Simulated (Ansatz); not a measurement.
C$_{2}$H$_{7}$AlZn (SMILES [CH3][Zn][CH2][AlH2])

Input

```
crystal:
  periodic: [false, false, false]
  atoms:
    - {symbol: C, position_ang: [-0.080162, 2.545413, 0.053898]}
    - {symbol: Zn, position_ang: [-0.386864, 0.630268, 0.131263]}
    - {symbol: C, position_ang: [-0.712764, -1.288386, 0.214922]}
    - {symbol: Al, position_ang: [0.825432, -2.320869, -0.290814]}
    - {symbol: H, position_ang: [-0.192066, 2.999620, 1.041687]}
    - {symbol: H, position_ang: [-0.791392, 3.028620, -0.620776]}
    - {symbol: H, position_ang: [0.928051, 2.766816, -0.305672]}
    - {symbol: H, position_ang: [-1.566647, -1.458734, -0.451601]}
    - {symbol: H, position_ang: [-1.020458, -1.477551, 1.250228]}
    - {symbol: H, position_ang: [1.079325, -2.696854, -1.817349]}
    - {symbol: H, position_ang: [1.917535, -2.728342, 0.794204]}
basis:
  gaussian: {orbitals: def2-TZVPP}
hamiltonian: {xc: pbe0, dispersion: d4}
output: {orbitals: {seedname: orbitals}}
```

Launched as:

```sh
ansatz run in.yaml --threads 2 --pin off --events-out ev --progress --plain --max-ram 31744MiB --backend cpu
```

Geometry: PBE0-D4/def2-TZVP.

All numbers below come from Ansatz, RKS PBE0-D4/def2-TZVPP.

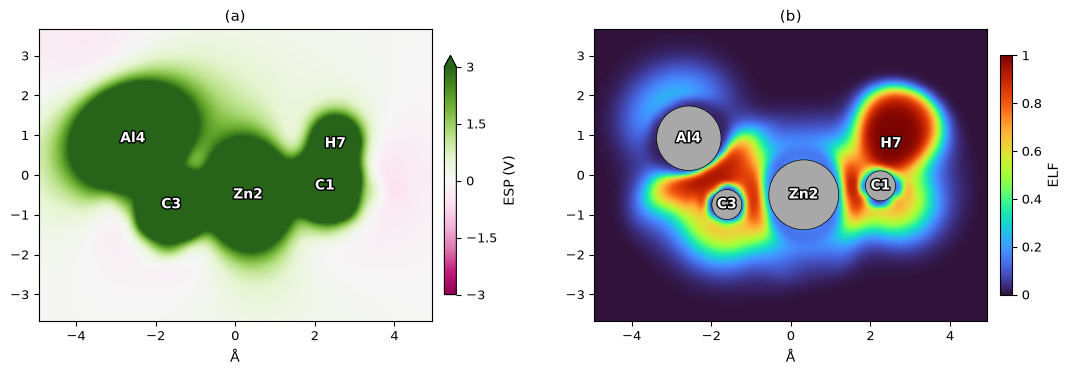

Figure 1. (a) electrostatic potential; (b) ELF on the plane of atoms Zn2, C3 and Al4. Grey discs cover the atomic cores in the ELF map.

Q: Read the bonding off the picture.

A:
- The section cuts through C, Zn, Al and H sites.
- C–Al (1.92 Å): the ELF peaks at about 0.95 between the atoms; a polar covalent bond.
- C–Zn (1.94 Å): the ELF peaks at about 0.90 in the valence shell of C, 0.7 Å from its nucleus, and is about 0.45 at the midpoint.
- C–H (1.09 Å): the ELF climbs to about 1 towards the hydrogen, as it does in any bond to H: a covalent bond by its length.
- Outside the dense part of the molecule the potential is most negative (−0.5 V) near C1.

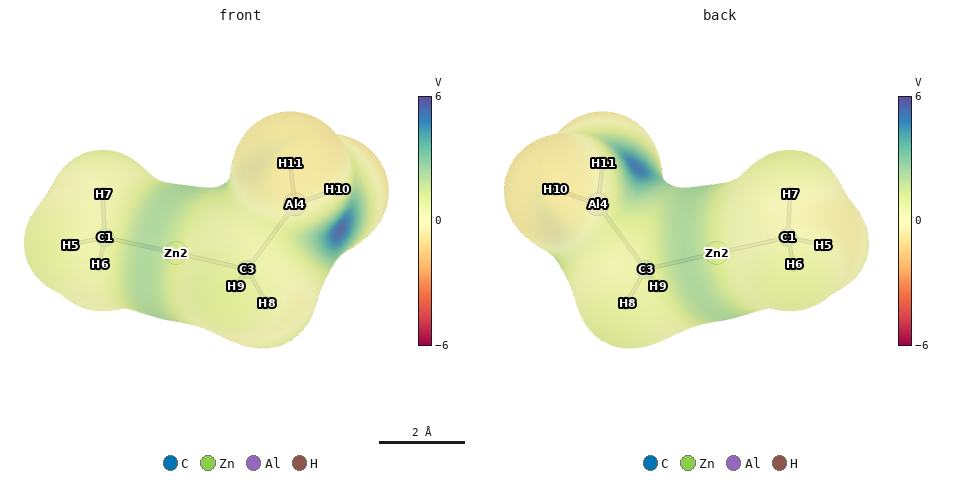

Figure 2. The molecular electrostatic potential painted on the density surface at 0.004 e/bohr³, seen from the front and from behind; red is negative and blue positive.

Q: Where is the surface potential most negative and most positive?

A: The most negative region (about −0.6 V, or −14 kcal/mol for a unit charge) lies over H10 and H11, the most positive (about +5.1 V, or +118 kcal/mol for a unit charge) over Al4.

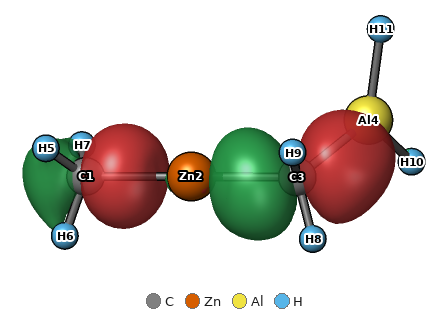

Figure 3. The HOMO at ±0.15 Å⁻³ᐟ² (green and red are the two phases), seen at an oblique angle.

Q: What is the character of this orbital?

A: By Hirshfeld shares it lies mainly on C3 (about 35 %), C1 (about 20 %), Zn2 (about 15 %) and Al4 (about 10 %). Its energy is −7.16 eV.
